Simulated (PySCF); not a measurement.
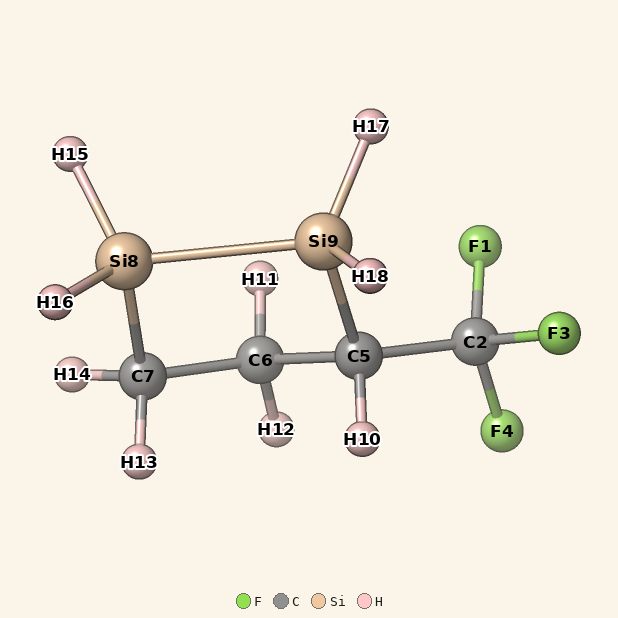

Atoms fade into the background with distance from the viewer. The geometry was computed by an optimisation with PBE0-D3(BJ)/def2-SVP. No frequency run is at hand to confirm it as a minimum.

### What is the conformation of the ring C5–C6–C7–Si8–Si9?

It is an envelope, with C6 as the flap. The Cremer–Pople amplitude Q is 0.47 Å.

### Give the torsion angles round the ring, beginning with the bond from its second to its third atom.

53°, −27°, 0°, 26°, −53°.
